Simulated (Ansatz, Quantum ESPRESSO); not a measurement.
## CaGeTe3 (Pm-3m): zone-centre phonons

Wanted: the vibrations of CaGeTe3 (Pm-3m) at Γ, by two programs.

Calculated with Quantum ESPRESSO 8.0 development, patched; DFT LDA, scalar-relativistic, plane waves, PseudoDojo norm-conserving pseudopotentials.

The structure was built from a prototype and need not be the compound's stable phase.

**1. Set-up**

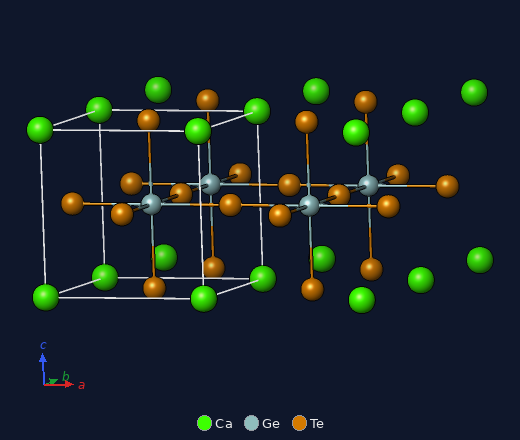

The starting structure, seen slightly off an axis (calcium green, germanium teal, tellurium orange). 2×2×1 cells are drawn. Some periodic images of atoms are drawn too.

Structure file:

```cif
data_structure
_symmetry_space_group_name_H-M 'Pm-3m'
_symmetry_Int_Tables_number 221
_cell_length_a 5.3156
_cell_length_b 5.3156
_cell_length_c 5.3156
_cell_angle_alpha 90.000
_cell_angle_beta 90.000
_cell_angle_gamma 90.000
_cell_volume 150.20
loop_
_atom_site_label
_atom_site_type_symbol
_atom_site_symmetry_multiplicity
_atom_site_Wyckoff_symbol
_atom_site_fract_x
_atom_site_fract_y
_atom_site_fract_z
_atom_site_occupancy
Ca1 Ca 1 a 0.00000 0.00000 0.00000 1
Ge1 Ge 1 b 0.50000 0.50000 0.50000 1
Te1 Te 3 c 0.50000 0.50000 0.00000 1
```

**2. A first look**

Before anything dear is run, a loose run with smearing shows whether this is a metal and how far the cell is from rest.

The input, probe.in:

```
&CONTROL
  calculation = 'scf'
  prefix      = 'x'
  outdir      = './tmp'
  pseudo_dir  = './pseudo'
  tprnfor     = .true.
  tstress     = .true.
  verbosity   = 'high'
/
&SYSTEM
  ibrav       = 1
  celldm(1)   = 10.04502819
  nat         = 5
  ntyp        = 3
  ecutwfc     = 82.0
  occupations = 'smearing'
  smearing    = 'gaussian'
  degauss     = 0.01
/
&ELECTRONS
  conv_thr         = 1.0d-07
  mixing_beta      = 0.7
  electron_maxstep = 100
/
ATOMIC_SPECIES
 Ca     40.0780  Ca.upf
 Ge     72.6300  Ge.upf
 Te    127.6000  Te.upf
ATOMIC_POSITIONS crystal
 Ca     0.000000000   0.000000000   0.000000000
 Ge     0.500000000   0.500000000   0.500000000
 Te     0.500000000   0.500000000   0.000000000
 Te     0.500000000   0.000000000   0.500000000
 Te     0.000000000   0.500000000   0.500000000
K_POINTS automatic
 4 4 4 0 0 0
```

The run is started by

```
$ OMP_NUM_THREADS=1 mpirun -n 4 pw.x -nk 4 -in probe.in > probe.out
```

The log of the run:

```text
[banners, grids, parts of the stress and lines that vanish by symmetry left out]
Program PWSCF v.8.0dev
     bravais-lattice index     =            1
     lattice parameter (alat)  =      10.0450  a.u.
[...]
kinetic-energy cutoff     =      82.0000  Ry
     charge density cutoff     =     328.0000  Ry
     scf convergence threshold =      1.0E-07
[...]
Exchange-correlation= SLA-PW-NOGX-NOGC
                           (   1   4   0   0   0   0   0)
[...]
48 Sym. Ops., with inversion, found
[...]
(     0          1          0      )
                  (     0          0          1      )
[...]
(  0.0000000  1.0000000  0.0000000 )
                  (  0.0000000  0.0000000  1.0000000 )
[...]
(     0         -1          0      )
                  (     0          0          1      )
[...]
(  0.0000000  1.0000000  0.0000000 )
[...]
number of k points=    10  Gaussian smearing, width (Ry)=  0.0100
[...]
c_bands:  1 eigenvalues not converged
[...]
End of self-consistent calculation
[...]
the Fermi energy is     8.6686 ev
!    total energy              =    -883.69906725 Ry
[...]
convergence has been achieved in   7 iterations
[...]
atom    1 type  1   force =     0.00000000    0.00000000    0.00000000
     atom    2 type  2   force =     0.00000000    0.00000000    0.00000000
     atom    3 type  3   force =     0.00000000    0.00000000    0.00000000
     atom    4 type  3   force =     0.00000000    0.00000000    0.00000000
     atom    5 type  3   force =     0.00000000    0.00000000    0.00000000
[...]
Total force =     0.000000     Total SCF correction =     0.000000
[...]
total   stress  (Ry/bohr**3)                   (kbar)     P=        5.26
[...]
XML data file, charge density, pseudopotentials, collected wavefunctions

   JOB DONE.
```

It took 16 s on 4 MPI ranks of Intel Xeon 6975P-C (Granite Rapids), shared host.

This step gave:

* volume per atom: 30.04 Å³
* pressure: 0.526 GPa
* gap on the k-mesh: 0 eV

No gap opens on this mesh, so smearing is kept; the start stands at 0.53 GPa.

**3. Relaxing the cell and atoms**

The relaxation runs at a cutoff a fifth above that of the response, since stress converges more slowly with the basis than frequencies do. Forces and stress are brought to rest with tight thresholds.

The input, relax.in:

```
&CONTROL
  calculation   = 'vc-relax'
  prefix        = 'x'
  outdir        = './tmp'
  pseudo_dir    = './pseudo'
  tprnfor       = .true.
  tstress       = .true.
  forc_conv_thr = 2.0d-05
  etot_conv_thr = 1.0d-07
  nstep         = 40
/
&SYSTEM
  ibrav       = 1
  celldm(1)   = 10.04502819
  nat         = 5
  ntyp        = 3
  ecutwfc     = 98
  occupations = 'smearing'
  smearing    = 'mv'
  degauss     = 0.02
/
&ELECTRONS
  conv_thr         = 1.0d-11
  mixing_beta      = 0.7
  electron_maxstep = 100
/
&IONS
/
&CELL
  press_conv_thr = 0.2
/
ATOMIC_SPECIES
 Ca     40.0780  Ca.upf
 Ge     72.6300  Ge.upf
 Te    127.6000  Te.upf
ATOMIC_POSITIONS crystal
 Ca     0.000000000   0.000000000   0.000000000
 Ge     0.500000000   0.500000000   0.500000000
 Te     0.500000000   0.500000000   0.000000000
 Te     0.500000000   0.000000000   0.500000000
 Te     0.000000000   0.500000000   0.500000000
K_POINTS automatic
 6 6 6 0 0 0
```

The run is started by

```
$ OMP_NUM_THREADS=1 mpirun -n 4 pw.x -nk 4 -in relax.in > relax.out
```

The log of the run:

```text
[banners, grids, parts of the stress and lines that vanish by symmetry left out]
[banner, memory and clock lines left out]
Program PWSCF v.8.0dev

[...]
kinetic-energy cutoff     =      98.0000  Ry
     charge density cutoff     =     392.0000  Ry
     scf convergence threshold =      1.0E-11
[...]
energy convergence thresh.=      1.0E-07
     force convergence thresh. =      2.0E-05
     press convergence thresh. =      2.0E-01
     Exchange-correlation= SLA-PW-NOGX-NOGC
                           (   1   4   0   0   0   0   0)
[...]
48 Sym. Ops., with inversion, found
[...]
number of k points=    20  Marzari-Vanderbilt smearing, width (Ry)=  0.0200
[...]
End of self-consistent calculation
[...]
the Fermi energy is     8.7497 ev
!    total energy              =    -883.70869607 Ry
[...]
convergence has been achieved in   9 iterations
[...]
atom    1 type  1   force =     0.00000000    0.00000000    0.00000000
     atom    2 type  2   force =     0.00000000    0.00000000    0.00000000
     atom    3 type  3   force =     0.00000000    0.00000000    0.00000000
     atom    4 type  3   force =     0.00000000    0.00000000    0.00000000
     atom    5 type  3   force =     0.00000000    0.00000000    0.00000000
     Total force =     0.000000     Total SCF correction =     0.000000
[...]
total   stress  (Ry/bohr**3)                   (kbar)     P=        2.99
[...]
number of bfgs steps    =   0
[...]
CELL_PARAMETERS (alat= 10.04502819)
[...]
ATOMIC_POSITIONS (crystal)
Ca               0.0000000000        0.0000000000        0.0000000000
Ge               0.5000000000        0.5000000000        0.5000000000
Te               0.5000000000        0.5000000000        0.0000000000
Te               0.5000000000        0.0000000000        0.5000000000
[...]
New effective cutoffs (rho, wfc):  391.25   97.90
[...]
End of self-consistent calculation
[...]
the Fermi energy is     8.7274 ev
!    total energy              =    -883.70872355 Ry
[...]
convergence has been achieved in   6 iterations
[...]
atom    1 type  1   force =     0.00000000    0.00000000    0.00000000
     atom    2 type  2   force =     0.00000000    0.00000000    0.00000000
     atom    3 type  3   force =     0.00000000    0.00000000    0.00000000
     atom    4 type  3   force =     0.00000000    0.00000000    0.00000000
     atom    5 type  3   force =     0.00000000    0.00000000    0.00000000
     Total force =     0.000000     Total SCF correction =     0.000000
[...]
total   stress  (Ry/bohr**3)                   (kbar)     P=        2.23
[...]
number of bfgs steps    =   1
[...]
CELL_PARAMETERS (alat= 10.04502819)
[...]
ATOMIC_POSITIONS (crystal)
[...]
New effective cutoffs (rho, wfc):  390.81   97.79
[...]
End of self-consistent calculation
[...]
the Fermi energy is     8.7027 ev
!    total energy              =    -883.70874450 Ry
[...]
convergence has been achieved in   8 iterations
[...]
atom    1 type  1   force =     0.00000000    0.00000000    0.00000000
     atom    2 type  2   force =     0.00000000    0.00000000    0.00000000
     atom    3 type  3   force =     0.00000000    0.00000000    0.00000000
     atom    4 type  3   force =     0.00000000    0.00000000    0.00000000
[...]
Total force =     0.000000     Total SCF correction =     0.000000
[...]
total   stress  (Ry/bohr**3)                   (kbar)     P=        1.39
[...]
number of bfgs steps    =   2
[...]
CELL_PARAMETERS (alat= 10.04502819)
[...]
ATOMIC_POSITIONS (crystal)
[...]
New effective cutoffs (rho, wfc):  390.15   97.62
[...]
End of self-consistent calculation
[...]
the Fermi energy is     8.6659 ev
!    total energy              =    -883.70875781 Ry
[...]
convergence has been achieved in   8 iterations
[...]
Total force =     0.000000     Total SCF correction =     0.000000
[...]
total   stress  (Ry/bohr**3)                   (kbar)     P=        0.14
[...]
number of bfgs steps    =   3
[...]
CELL_PARAMETERS (alat= 10.04502819)
[...]
ATOMIC_POSITIONS (crystal)
[...]
New effective cutoffs (rho, wfc):  390.08   97.61
[...]
End of self-consistent calculation
[...]
the Fermi energy is     8.6617 ev
!    total energy              =    -883.70875796 Ry
[...]
convergence has been achieved in   6 iterations
[...]
Total force =     0.000000     Total SCF correction =     0.000000
[...]
total   stress  (Ry/bohr**3)                   (kbar)     P=        0.00
[...]
number of bfgs steps    =   4
[...]
small trust_radius: resetting bfgs history
[...]
CELL_PARAMETERS (alat= 10.04502819)
[...]
ATOMIC_POSITIONS (crystal)
[...]
New effective cutoffs (rho, wfc):  390.08   97.61
[...]
End of self-consistent calculation
[...]
the Fermi energy is     8.6617 ev
!    total energy              =    -883.70875796 Ry
[...]
convergence has been achieved in   1 iterations
[...]
atom    3 type  3   force =     0.00000000    0.00000000    0.00000000
     atom    4 type  3   force =     0.00000000    0.00000000    0.00000000
     atom    5 type  3   force =     0.00000000    0.00000000    0.00000000
     Total force =     0.000000     Total SCF correction =     0.000000
[...]
total   stress  (Ry/bohr**3)                   (kbar)     P=       -0.00
[...]
bfgs converged in   6 scf cycles and   5 bfgs steps
[...]
End of BFGS Geometry Optimization
     Final enthalpy           =    -883.7087579601 Ry
     File ./tmp/x.bfgs deleted, as requested
[...]
CELL_PARAMETERS (alat= 10.04502819)
[...]
ATOMIC_POSITIONS (crystal)
[...]
Te               0.5000000000        0.0000000000        0.5000000000
Te               0.0000000000        0.5000000000        0.5000000000
[...]
Final scf calculation at the relaxed structure.
[...]
kinetic-energy cutoff     =      98.0000  Ry
     charge density cutoff     =     392.0000  Ry
     scf convergence threshold =      1.0E-13
[...]
press convergence thresh. =      2.0E-01
     Exchange-correlation= SLA-PW-NOGX-NOGC
                           (   1   4   0   0   0   0   0)
[...]
48 Sym. Ops., with inversion, found
[...]
number of k points=    20  Marzari-Vanderbilt smearing, width (Ry)=  0.0200
[...]
c_bands: 1 eigenvalues not converged on the other pools
[...]
End of self-consistent calculation
[...]
the Fermi energy is     8.6617 ev
!    total energy              =    -883.70876302 Ry
[...]
convergence has been achieved in  11 iterations
[...]
atom    1 type  1   force =     0.00000000    0.00000000    0.00000000
     atom    2 type  2   force =     0.00000000    0.00000000    0.00000000
     atom    3 type  3   force =     0.00000000    0.00000000    0.00000000
     atom    4 type  3   force =     0.00000000    0.00000000    0.00000000
     atom    5 type  3   force =     0.00000000    0.00000000    0.00000000
     Total force =     0.000000     Total SCF correction =     0.000000
[...]
total   stress  (Ry/bohr**3)                   (kbar)     P=       -0.00
[...]
XML data file, charge density, pseudopotentials, collected wavefunctions
```

The job ended after 3.6 min (4 MPI ranks).

The steps of the relaxation:

```
step  energy less that of the first step (eV)  largest force (eV/Å)  pressure (GPa)  volume (Å³)
   1                                   0.0000                0.0000            0.30       150.20
   2                                  -0.0004                0.0000            0.22       150.42
   3                                  -0.0007                0.0000            0.14       150.68
   4                                  -0.0008                0.0000            0.01       151.06
   5                                  -0.0008                0.0000            0.00       151.10
   6                                  -0.0008                0.0000            0.00       151.10
   7                                  -0.0009                0.0000            0.00       151.10
```

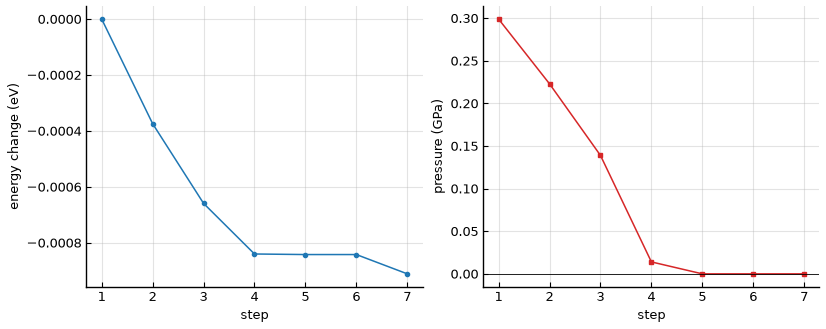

Energy and pressure along the relaxation.

```
conventional cell, symmetrised  before  after  change
                         a (Å)   5.316  5.326  +0.2 %
                         b (Å)   5.316  5.326  +0.2 %
                         c (Å)   5.316  5.326  +0.2 %
              volume (Å³/atom)   30.04  30.22  +0.6 %
```

The relaxed structure:

```
CELL_PARAMETERS angstrom
5.32626 0.00000 0.00000
0.00000 5.32626 0.00000
0.00000 0.00000 5.32626
ATOMIC_POSITIONS crystal
Ca 0.00000 0.00000 0.00000
Ge 0.50000 0.50000 0.50000
Te 0.50000 0.50000 0.00000
Te 0.50000 0.00000 0.50000
Te 0.00000 0.50000 0.50000
```

The last row of the table of steps is pw.x's closing run on a basis chosen anew for the final cell, so its energy can jump.

This step gave:

| Item | Value |
| --- | --- |
| volume per atom | 30.22 Å³ |
| pressure | 0 GPa |

The volume changes by +0.6 % from the cell with which this run began.

**4. Ground state**

Perturbation theory inherits every error of the wavefunctions, so the threshold is set near the limit of the arithmetic. Smearing stays on, as the first look found no gap above 0.3 eV.

The input, scf.in:

```
&CONTROL
  calculation = 'scf'
  prefix      = 'x'
  outdir      = './tmp'
  pseudo_dir  = './pseudo'
  tprnfor     = .true.
  tstress     = .true.
/
&SYSTEM
  ibrav       = 1
  celldm(1)   = 10.06517672
  nat         = 5
  ntyp        = 3
  ecutwfc     = 82.0
  occupations = 'smearing'
  smearing    = 'mv'
  degauss     = 0.02
/
&ELECTRONS
  conv_thr         = 1.0d-12
  mixing_beta      = 0.7
  electron_maxstep = 100
/
ATOMIC_SPECIES
 Ca     40.0780  Ca.upf
 Ge     72.6300  Ge.upf
 Te    127.6000  Te.upf
ATOMIC_POSITIONS crystal
 Ca     0.000000000   0.000000000   0.000000000
 Ge     0.500000000   0.500000000   0.500000000
 Te     0.500000000   0.500000000   0.000000000
 Te     0.500000000   0.000000000   0.500000000
 Te     0.000000000   0.500000000   0.500000000
K_POINTS automatic
 6 6 6 0 0 0
```

The run is started by

```
$ OMP_NUM_THREADS=1 mpirun -n 4 pw.x -nk 4 -in scf.in > scf.out
```

The log of the run:

```text
[banners, grids, parts of the stress and lines that vanish by symmetry left out]
[banner, memory and clock lines left out]
Program PWSCF v.8.0dev

[...]
kinetic-energy cutoff     =      82.0000  Ry
     charge density cutoff     =     328.0000  Ry
     scf convergence threshold =      1.0E-12
[...]
Exchange-correlation= SLA-PW-NOGX-NOGC
                           (   1   4   0   0   0   0   0)
[...]
48 Sym. Ops., with inversion, found
[...]
number of k points=    20  Marzari-Vanderbilt smearing, width (Ry)=  0.0200
[...]
c_bands: 1 eigenvalues not converged on the other pools
[...]
End of self-consistent calculation
[...]
the Fermi energy is     8.6617 ev
!    total energy              =    -883.70857829 Ry
[...]
convergence has been achieved in  10 iterations
[...]
atom    1 type  1   force =     0.00000000    0.00000000    0.00000000
     atom    2 type  2   force =     0.00000000    0.00000000    0.00000000
     atom    3 type  3   force =     0.00000000    0.00000000    0.00000000
     atom    4 type  3   force =     0.00000000    0.00000000    0.00000000
     atom    5 type  3   force =     0.00000000    0.00000000    0.00000000
     Total force =     0.000000     Total SCF correction =     0.000000
[...]
total   stress  (Ry/bohr**3)                   (kbar)     P=       -0.03
[...]
XML data file, charge density, pseudopotentials, collected wavefunctions
```

It took 30 s on 4 MPI ranks.

Read from the output:

| Quantity | Value |
| --- | --- |
| pressure | -0.003000 GPa |

The cell stands at -0.0030 GPa, close enough for phonons.

[end of part 1 of 3]

[Host names and launcher messages were left out of these logs when they were recorded.]

[Logs are printed without paths, hosts, clocks, repeated set-up lines and the standing remarks that a program may print on its own settings, such as how far it seeks lower states.]

[Hosts, paths, dates, database ids (printed as entryN), source tags and the programs' standing remarks are cut or masked in the printed files.]
